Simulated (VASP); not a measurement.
Energy against volume of Al (fcc). Method: SCAN meta-GGA, VASP's PBE PAW potentials (set 64) (plane waves; VASP).

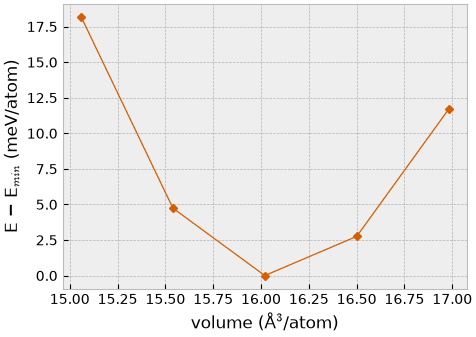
Fig. 1. Energy against volume

Estimate the equilibrium volume and the bulk modulus.

The minimum lies near 16.1 Å³/atom, and the curvature gives B0 of about 81 GPa.

Measured: bulk modulus 80.8 GPa at 0 K (computed value off by +0.1 %), as given by H. Levämäki et al., Physical Review B (2014), arXiv:1402.3671 [corrected for temperature and zero-point phonon effects]; a 4.018 Å at 0 K (computed value off by -0.3 %), as given by Daniel Mejia-Rodriguez et al., Physical Review B (2018), arXiv:1807.09216 [static lattice: zero-point anharmonic expansion removed].

The compound is Al in the fcc structure. It was relaxed first.
